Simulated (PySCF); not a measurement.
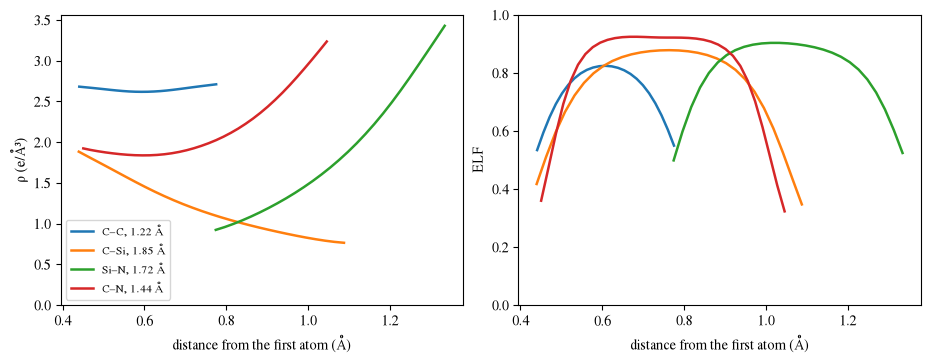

C₇H₁₃NSi. Electron density and ELF along straight lines between neighbouring atoms. The curves leave out the atomic cores.

Geometry: PBE0-D3(BJ)/def2-SVP.

Theory: PySCF, PBE0/pcSseg-1, SCF density, gas phase, non-relativistic.

Input

```
{"job": {"kind": "nmr", "xc": "PBE0", "basis": "pcSseg-1"}, "charge": 0, "multiplicity": 1}
C      3.364626     1.868117     0.374925
C      2.527119     0.732636     0.022722
C      1.832205    -0.219217    -0.275746
C      0.991395    -1.326229    -0.631370
C     -0.028281    -1.158864    -1.812631
Si    -0.813996    -1.512192    -0.174645
N     -1.646958    -0.367811     0.803199
C     -1.039370     0.820217     1.350913
C     -3.087218    -0.388406     0.863428
H      3.731254     2.393689    -0.521542
H      4.245622     1.545315     0.952627
H      2.817138     2.600842     0.989825
H      1.526934    -2.286199    -0.654186
H     -0.086115    -0.132395    -2.193181
H      0.041846    -1.900556    -2.616586
H     -1.325398    -2.888336     0.050573
H     -1.333853     1.735962     0.800412
H     -1.342257     0.958416     2.405701
H      0.056413     0.748899     1.316137
H     -3.440026    -0.259383     1.903690
H     -3.551333     0.412567     0.253754
H     -3.481606    -1.350973     0.500691
```

Command:

```sh
OMP_NUM_THREADS=1 python probes_run.py task.json out
```

### What can be read from the curves?

C–C (1.22 Å): the density is about 2.6 e/Å³ at the midpoint; the ELF peaks at about 0.80 between the atoms: a multiple bond.
C–Si (1.85 Å): ρ is about 0.9 e/Å³ halfway; the ELF peaks at about 0.90 between the atoms (localised, covalent bonding).
Si–N (1.72 Å): ρ is about 1.1 e/Å³ halfway; the ELF peaks at about 0.90 between the atoms, as expected for a polar covalent bond.
C–N (1.44 Å): ρ is about 1.9 e/Å³ halfway; the ELF peaks at about 0.90 between the atoms, as expected for a shared electron pair.
